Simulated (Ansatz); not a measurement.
# MgTlF3 (model cell, started as cubic perovskite with Mg in the octahedra): phonons and vibrational spectra, part 2 of 2

Aim: the phonons of MgTlF3 (model cell, started as cubic perovskite with Mg in the octahedra) at a cell relaxed beforehand at this level. After the zone centre comes a 4×4×4 q mesh on a 8×8×8 k mesh.

Ansatz 0.2.0; DFT PBEsol, scalar-relativistic, plane waves, PAW; PAW set soft_1.

So far. Step 2 (Linear response at the zone centre): Before it was imposed, the acoustic sum rule was missed by 2.9e-4 eV/Å² and the charge sum rule by 0.0025 e. Small misses are needed for a sound result but don't prove that mesh and cutoff are converged. The lowest optical mode is real, 92.0 cm⁻¹.

The structure was built from a prototype and need not be the compound's stable phase.

## Step 3: Phonons on a q mesh

Stability and thermal properties need the whole zone. Linear response on a 4×4×4 q mesh gives force constants as far as a supercell of that size would, and the tensors from the zone-centre run are typed in so that the long-range dipole term is interpolated apart.

input.yaml reads:

```yaml
crystal:
  lattice:
    - [4.0770543301, 0.0, 0.0]
    - [0.0, 4.0770543301, 0.0]
    - [0.0, 0.0, 4.0770543301]
  atoms:
    - { symbol: Tl, position: [0.0, 0.0, 0.0] }
    - { symbol: Mg, position: [0.5, 0.5, 0.5] }
    - { symbol: F, position: [0.5, 0.5, 0.0] }
    - { symbol: F, position: [0.5, 0.0, 0.5] }
    - { symbol: F, position: [0.0, 0.5, 0.5] }
kpoints:
  mp_grid: { grid: [8, 8, 8] }
hamiltonian:
  xc: pbesol
  pseudopotentials: { kind: paw, azcp: { folder: soft_1 }, xc_functional: pbe }
scf:
  occupations: { method: fixed }
output:
  eigenvalues: true
phonons:
  method: dfpt
  qmesh: [4, 4, 4]
  temperatures: { t_max: 1000, t_step: 50 }
  qpath:
    path:
      - [[0.0, 0.0, 0.0], [0.0, 0.5, 0.0], [0.5, 0.5, 0.0], [0.0, 0.0, 0.0], [0.5, 0.5, 0.5], [0.0, 0.5, 0.0]]
      - [[0.5, 0.5, 0.5], [0.5, 0.5, 0.0]]
    npoints: 10
  non_analytic_term:
    high_frequency_dielectric_tensor: [[3.2674, 0.0, 0.0], [0.0, 3.2674, 0.0], [0.0, 0.0, 3.2674]]
    born_effective_charges:
      - { species: Tl, tensor: [[1.9429, 0.0, 0.0], [0.0, 1.9429, 0.0], [0.0, 0.0, 1.9429]] }
      - { species: Mg, tensor: [[2.1808, 0.0, 0.0], [0.0, 2.1808, 0.0], [0.0, 0.0, 2.1808]] }
      - { species: F, tensor: [[-1.4878, 0.0, 0.0], [0.0, -1.4878, 0.0], [0.0, 0.0, -1.1482]] }
      - { species: F, tensor: [[-1.4878, 0.0, 0.0], [0.0, -1.1482, 0.0], [0.0, 0.0, -1.4878]] }
      - { species: F, tensor: [[-1.1482, 0.0, 0.0], [0.0, -1.4878, 0.0], [0.0, 0.0, -1.4878]] }
    source: "zone-centre run at this cell"
```

Launch:

```
> ansatz run input.yaml --threads 4 --pin off --max-ram 16384MiB --backend cpu --events-out ev --progress --plain --runs-dir out
```

Numbers of over 12 decimals in the logs are rounded to 6 here.

The log of the run:

```text
[...]
Crystal: 5 atoms, lattice volume = 67.770 Å³
Basis set: ecut = 420 eV, 1357 PW (Γ), exchange–correlation on 60×60×60 points (8 copies of the dense FFT grid, shifted against one another)
Bands: 27, of which v1, the nominal top of the filled ones, is band 22 counted from 1 (21 counted from 0)
Symmetry: 48 space group operations
k-points: 35 of 512
[...]
SCF iter   1: F=—  HF=-15621.898881 eV  |F-HF|=—  |Δ(HF+E_count)|=         —  Δρ=1.73e-1  dr2=1.75e1  ethr=3.10e-3  ⟨swp⟩=4.1  Hψ=3912  notcnv=0  defer=69
[...]
SCF iter  12: F=-15616.676063 eV  HF=-15616.676063 eV  |F-HF|=0.00e0  |Δ(HF+E_count)|=  5.46e-12  Δρ=4.55e-8  dr2=1.10e-12  ethr=1.00e-12  ⟨swp⟩=11.2  Hψ=5217  notcnv=0
SCF 1 converged in 12 iterations: F = -15616.676063 eV  dr2 = 1.10e-12
[...]
NSCF: frozen V_eff on 35 k-points
[...]
DFPT response loops at q = (0, 0, 0) (fractional): preconditioner auto → none (the input reference at scf.mixing.eps_inf says where Resta's filter doesn't serve); β = 0.50; Broyden in place of MSR1
[...]
SCF converged after 12 iterations
Free energy (F): -15616.676063 eV
[...]
Internal energy: -15616.676063 eV  (E = F + TS)
E sigma→0 (E₀):  -15616.676063 eV
Fermi energy:    5.803880 eV
[...]
--- Band table (eV; the first three rows and the last of 35) ---
  k-point 0: bands = [... 18 lower, 3.3437, 3.4583, 3.4583, 3.4583, 14.1641, 14.5139, 14.5139, 14.5139, ... 1 higher]
  k-point 1: bands = [... 18 lower, 3.3464, 3.4500, 3.4500, 3.8864, 13.1719, 14.4194, 14.4194, 14.8487, ... 1 higher]
  k-point 2: bands = [... 18 lower, 3.3523, 3.4883, 3.4883, 4.6522, 11.6796, 14.1999, 14.1999, 15.4059, ... 1 higher]
  k-point 34: bands = [... 18 lower, 3.9327, 3.9327, 3.9327, 4.0498, 12.8518, 12.8518, 12.8518, 16.1535, ... 1 higher]
--- Phonons (Γ-DFPT): 4 representative perturbations + reference (Σ response iterations 12) ---
  ASR residual: 4.064e-4 → 0.000e0 eV/Å²; symmetrization residual: 2.752e-6 eV/Å²
  ASR residual per site (eV/Å²): 1.02e-5 2.84e-4 4.06e-4 4.06e-4 4.06e-4
[...]
--- Phonons (arbitrary-q DFPT): 10 irreducible q on the 4×4×4 mesh ---
  q = [0.0000, 0.0000, 0.0000] (star 1, of the zone-centre solve; hermiticity 7.17e-7, symmetrization 8.30e-13): -0.00 -0.00 -0.00 92.04 92.04 92.04 187.33 187.33 187.33 242.43 242.43 242.43 390.15 390.15 390.15
  q = [0.0000, 0.0000, 0.2500] (star 6, 9 solved perturbations in 1560 linear systems a pass and spin channel, the states on 200 of 512 k-point pairs; hermiticity 5.28e-7, symmetrization 1.38e-13): 40.10 40.10 64.35 109.43 109.43 181.96 189.76 189.76 192.27 242.40 242.40 330.95 389.42 389.42 449.99
[...]
q = [0.0000, 0.2500, -0.5000] (star 12, 15 solved perturbations on 200 of 512 k-point pairs; hermiticity 7.44e-7, symmetrization 2.64e-14): 49.43 53.99 68.14 149.81 157.26 163.65 188.93 195.57 233.60 256.29 271.90 327.52 381.35 387.52 415.01
[...]
sum rule: each row above includes the acoustic sum rule's correction from the zone centre's row sums; it moved no ω² by more than (2.41 cm⁻¹)²
  mesh force constants: q→R imaginary residual 1.57e-18; ASR residual 4.064e-4 → 0.000e0 eV/Å²; symmetrization residual 8.882e-15 eV/Å²
  interpolated dispersion: 63 rows × 15 modes
  density of states and harmonic sums: on the 16×16×16 q-mesh, interpolated from the force constants of a 4×4×4 supercell (with the dipole–dipole term of supplied tensors)
  largest difference from the sums on the solved wave vectors: F 1.31e-2 eV, S 1.71e-5 and C_V 3.95e-6 eV/K
  zero-point energy: 0.202115 eV/cell   skipped modes (ω ≤ 0): 3   left out of the sums: 4.88e-5 of the cell's modes: C_V's classical limit lies that fraction below 3 k_B per atom; for a crystal, a wire or a layer, F and S can be off by more, and a phonons.interpolated_qmesh denser along its periods is the remedy for the sampling
```

The job ended after 9.5 min (4 threads of Arm Neoverse V2, shared host; peak memory 2.2 GiB; 37 min of CPU time).

Numbers from this step:

```yaml
sum_rule_residual_before_enforcement: 4.06e-4 eV/Å²
lowest_frequency_on_the_path: 0 cm⁻¹
highest_frequency_on_the_path_or_at_a_solved_wavevector: 464.6 cm⁻¹
mean_frequency: 217.4 cm⁻¹
debye_temperature_second_moment: 459 K
logarithmic_mean_frequency: 178.4 cm⁻¹
lowest_mode_on_the_q_mesh_acoustic_modes_at_gamma_apart: 40.1 cm⁻¹
zero_point_energy_per_atom: 40.42 meV
heat_capacity_at_300_k: 22.35 J/(mol atoms K)
vibrational_entropy_at_300_k: 30.21 J/(mol atoms K)
edges_of_the_widest_gap_between_branches_on_path_and_mesh: 289.8, 316.6 cm⁻¹
```

Frequencies (cm⁻¹) solved at each irreducible wavevector; negative means imaginary. Frequencies by wavevector, by row:

| q in reciprocal lattice units | star | mode 1 | mode 2 | mode 3 | mode 4 | mode 13 | mode 14 | mode 15 |
| --- | --- | --- | --- | --- | --- | --- | --- | --- |
| 0 0 0 | 1 | 0 | 0 | 0 | 92 | 390.1 | 390.1 | 390.1 |
| 0 0 0.25 | 6 | 40.1 | 40.1 | 64.3 | 109.4 | 389.4 | 389.4 | 450 |
| 0 0 -0.5 | 3 | 49.9 | 49.9 | 82.9 | 133.6 | 388.7 | 388.7 | 417.7 |
| 0 0.25 0.25 | 12 | 45.5 | 46.4 | 69 | 130.1 | 358.7 | 388.5 | 443.4 |
| 0 0.25 -0.5 | 12 | 49.4 | 54 | 68.1 | 149.8 | 381.4 | 387.5 | 415 |
| 0 -0.5 -0.5 | 3 | 49 | 57.8 | 57.8 | 132.1 | 341.8 | 386.4 | 411.8 |
| 0.25 0.25 0.25 | 8 | 51.4 | 51.4 | 63.6 | 138.2 | 358.2 | 358.2 | 449.6 |
| 0.25 0.25 -0.5 | 12 | 53.6 | 55.6 | 62.5 | 148.9 | 357.7 | 360.2 | 438.8 |
| 0.25 -0.5 -0.5 | 6 | 55.2 | 59.3 | 59.3 | 128.9 | 343 | 343 | 438.9 |
| -0.5 -0.5 -0.5 | 1 | 60.7 | 60.7 | 60.7 | 125.7 | 344.1 | 344.1 | 437.4 |

Interpolated from a 4×4×4 q mesh, with the LO-TO term (at Γ the limit along the path; where Γ stands inside the path, tables give the limit on arrival). The phonon branches at the labelled points (cm⁻¹):

| point | branch 1 | branch 2 | branch 3 | branch 4 | branch 12 | branch 13 | branch 14 | branch 15 |
| --- | --- | --- | --- | --- | --- | --- | --- | --- |
| Γ | 0 | 0 | 0 | 92 | 318 | 390 | 390 | 465 |
| X | 50 | 50 | 83 | 134 | 364 | 389 | 389 | 418 |
| M | 49 | 58 | 58 | 132 | 342 | 342 | 386 | 412 |
| Γ | 0 | 0 | 0 | 92 | 318 | 390 | 390 | 465 |
| R | 61 | 61 | 61 | 126 | 344 | 344 | 344 | 437 |
| X | 50 | 50 | 83 | 134 | 364 | 389 | 389 | 418 |
| jump to R | 61 | 61 | 61 | 126 | 344 | 344 | 344 | 437 |
| M | 49 | 58 | 58 | 132 | 342 | 342 | 386 | 412 |

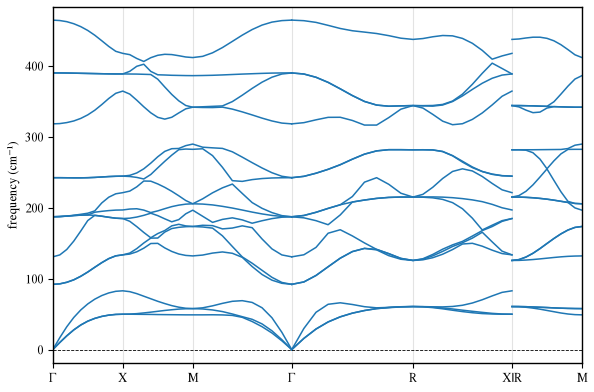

Phonon branches along the path.

The phonon density of states has structure finer than the step of the table below, so its rows give means over 25 cm⁻¹, whole bins alone (the curve runs from 2.5 to 462 cm⁻¹). Peaks (cm⁻¹: height): 52.5: 0.143, 137.5: 0.0784, 167.5: 0.0624, 207.5: 0.0754, 242.5: 0.0746, 282.5: 0.0646, 387.5: 0.0728.

Tetrahedra on a 16×16×16 mesh, mean over bins of 5 cm-1. Interpolated from a 4×4×4 q mesh. Phonon density of states against wavenumber; means over each step:

| wavenumber (cm⁻¹) | phonon density of states (1/cm⁻¹/cell) |
| --- | --- |
| 25 | 0.00482 |
| 50 | 0.0881 |
| 75 | 0.0270 |
| 100 | 0.00480 |
| 125 | 0.0300 |
| 150 | 0.0555 |
| 175 | 0.0488 |
| 200 | 0.0620 |
| 225 | 0.0283 |
| 250 | 0.0512 |
| 275 | 0.0393 |
| 300 | 1.5e-4 |
| 325 | 0.0338 |
| 350 | 0.0354 |
| 375 | 0.0409 |
| 400 | 0.0104 |
| 425 | 0.0191 |
| 450 | 0.0201 |

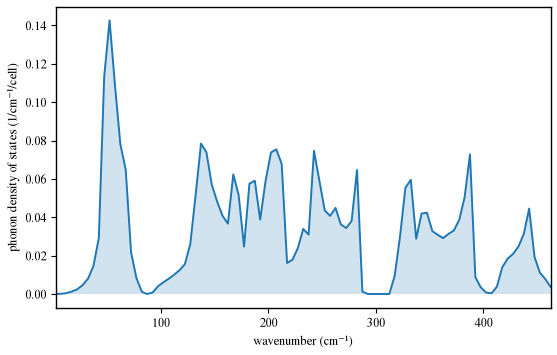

Phonon density of states, plotted against wavenumber.

The partial phonon density of states has structure finer than the step of the table below, so its rows give means over 25 cm⁻¹, whole bins alone (the curve runs from -10 to 487 cm⁻¹). Peaks (cm⁻¹: height): F 140.1: 0.0669, 168.2: 0.0501, 205.8: 0.0717, 243.3: 0.0399, 280.8: 0.0412, 330.8: 0.0352, 384.0: 0.0364; Mg 137.0: 0.00623, 243.3: 0.0227, 346.5: 0.0321, 384.0: 0.0213, 443.4: 0.0096; Tl 52.5: 0.132.

Phonopy on the run's constants, 13x13x13 mesh, Gaussian sigma 3.6 cm-1. Interpolated from a 4×4×4 q mesh. The partial phonon density of states by wavenumber; means over each step; values in 1/cm⁻¹/cell:

| wavenumber (cm⁻¹) | F | Mg | Tl |
| --- | --- | --- | --- |
| 25 | 5.3e-4 | 2.5e-4 | 0.00453 |
| 50 | 9.0e-4 | 8.7e-4 | 0.0853 |
| 75 | 3.5e-4 | 3.4e-4 | 0.0268 |
| 100 | 0.00346 | 8.8e-4 | 7.6e-4 |
| 125 | 0.0260 | 0.00353 | 8.9e-4 |
| 150 | 0.0492 | 0.00512 | 5.4e-4 |
| 175 | 0.0440 | 0.00420 | 1.7e-4 |
| 200 | 0.0581 | 0.00287 | 6.5e-5 |
| 225 | 0.0237 | 0.00669 | 2.2e-5 |
| 250 | 0.0322 | 0.0182 | 1.5e-4 |
| 275 | 0.0279 | 0.00956 | 2.0e-4 |
| 300 | 0.00158 | 2.7e-4 | 7.1e-6 |
| 325 | 0.0210 | 0.0117 | 1.2e-4 |
| 350 | 0.0133 | 0.0230 | 1.6e-4 |
| 375 | 0.0227 | 0.0165 | 5.2e-5 |
| 400 | 0.00768 | 0.00449 | 8.9e-6 |
| 425 | 0.0138 | 0.00502 | 5.6e-5 |
| 450 | 0.0134 | 0.00622 | 7.3e-5 |

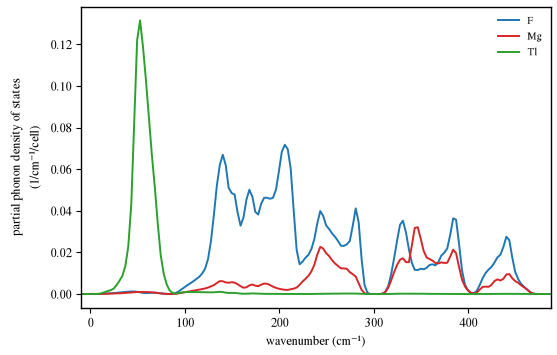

Partial phonon density of states against wavenumber.

Harmonic thermodynamic functions per atom, from the density of states. Interpolated from a 4×4×4 q mesh. Thermodynamic functions, by row:

| T (K) | F_vib (meV/atom) | S (J/mol-atom/K) | C_V (J/mol-atom/K) |
| --- | --- | --- | --- |
| 0 | 40.42 | 0 | 0 |
| 50 | 39.74 | 3.821 | 6.03 |
| 100 | 36.13 | 10.16 | 12.77 |
| 200 | 19.41 | 21.61 | 19.85 |
| 300 | -7.66 | 30.21 | 22.35 |
| 400 | -42.53 | 36.81 | 23.41 |
| 500 | -83.51 | 42.09 | 23.94 |
| 600 | -129.5 | 46.49 | 24.23 |
| 700 | -179.7 | 50.24 | 24.42 |
| 800 | -233.4 | 53.51 | 24.54 |
| 900 | -290.4 | 56.4 | 24.62 |
| 1000 | -350.3 | 59 | 24.68 |

Harmonic mean-square displacement, third of the trace. Interpolated from a 4×4×4 q mesh. Mean square displacements, by row:

| T (K) | Tl1 U_eq (Å²) | Mg2 U_eq (Å²) | F3 U_eq (Å²) | F4 U_eq (Å²) | F5 U_eq (Å²) |
| --- | --- | --- | --- | --- | --- |
| 0 | 0.00152 | 0.00267 | 0.00428 | 0.00428 | 0.00428 |
| 100 | 0.00434 | 0.00339 | 0.00533 | 0.00533 | 0.00533 |
| 300 | 0.01251 | 0.0068 | 0.01132 | 0.01132 | 0.01132 |
| 600 | 0.02493 | 0.0128 | 0.02161 | 0.02161 | 0.02161 |

Symmetry leaves 10 wavevectors to solve. The lowest mode among them, the acoustic zeros apart, lies at q = (0, 0, 0.25) and is real, 40.1 cm⁻¹.

## Step 4: Results

```
space group (within 0.01 Å)                             : Pm-3m
volume per atom                                         : 13.6 Å³
gap on the k-mesh                                       : 4.06 eV
highest optical mode at the zone centre (no LO-TO term) : 390 cm⁻¹
top of the zone-centre spectrum with the field          : 465 cm⁻¹
lowest optical zone-centre mode                         : 92.0 cm⁻¹
mean high-frequency dielectric constant                 : 3.27
mean static dielectric constant                         : 16.1
largest Born charge (third of the trace)                : 2.18 e
lowest mode on the q mesh (acoustic modes at Γ apart)   : 40.1 cm⁻¹
highest frequency on the path or at a solved wavevector : 465 cm⁻¹
zero-point energy per atom                              : 40.4 meV
heat capacity at 300 K                                  : 22.4 J/(mol atoms K)
vibrational entropy at 300 K                            : 30.2 J/(mol atoms K)
Debye temperature (second moment)                       : 459 K
imaginary modes on the 4×4×4 q mesh                     : none
```

The structure is a minimum as far as tested: no mode is imaginary at the 10 irreducible wavevectors of the 4×4×4 mesh, and the softest away from the acoustic zeros lies at 40 cm⁻¹. Without the field, the optical modes at Γ span 92 to 390 cm⁻¹. The highest mode in this list at Γ, 390.1 cm⁻¹, has its largest share on F (69 % of the kinetic energy). With the macroscopic field of the longitudinal modes the top of the zone-centre spectrum lies at 465 cm⁻¹, against 390 cm⁻¹ without it. Lattice motion raises the mean dielectric constant from 3.267 to 16.14. The strongest infrared line is at 242 cm⁻¹. On the path and the mesh, the widest gap between branches runs from 290 to 317 cm⁻¹. Spin-orbit coupling is left out, which can matter for the heavy elements here. The PAW files were made for PBE and serve the other functionals too. The starting cell was built on a prototype and not taken from a measurement, so the phase need not exist. These are harmonic frequencies at zero temperature: anharmonic shifts, linewidths and thermal expansion are left out.

[Logs are printed without paths, hosts, clocks, repeated set-up lines and the standing remarks that a program may print on its own settings, such as how far it seeks lower states.]

[Hosts, paths, dates, database ids (printed as entryN), source tags and the programs' standing remarks are cut or masked in the printed files.]
